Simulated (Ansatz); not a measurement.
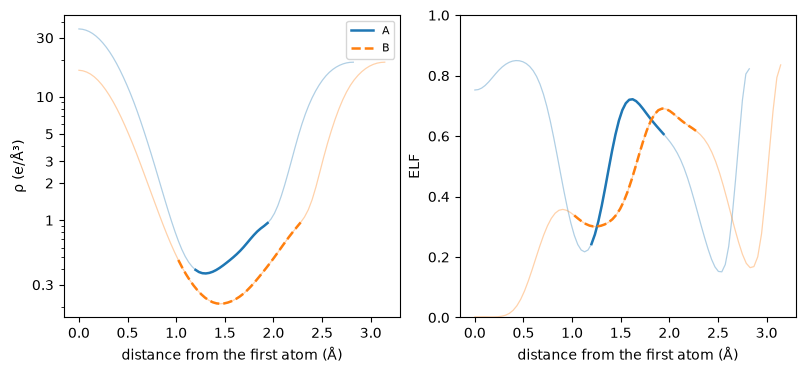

Figure 1: HfSnI6. Valence pseudo-density and ELF along straight lines between neighbouring atoms. Thin, pale parts lie inside the atomic spheres.

Space group P-1; a structure from a database of computed crystals, not necessarily the ambient phase; started from the MgTiF6-148 prototype, which need not be the ambient phase; changed on purpose from its base cell (shaken).

These are results of DFT, PBEsol, plane waves, PAW in Ansatz 0.2.0, not measurements.

Core electrons are frozen (PAW), and the valence fields are smoothed inside the atomic spheres.

> Which curve belongs to which contact (Hf–I and Sn–I)? The first atom named is at distance zero.

Curve A: Hf–I (2.82 Å): ρ is about 0.39 e/Å³ halfway; the ELF is about 0.55 at the midpoint. Curve B: Sn–I (3.14 Å): the density is about 0.22 e/Å³ at the midpoint; the ELF is about 0.40 at the midpoint and 0.30 at its lowest between the atoms.
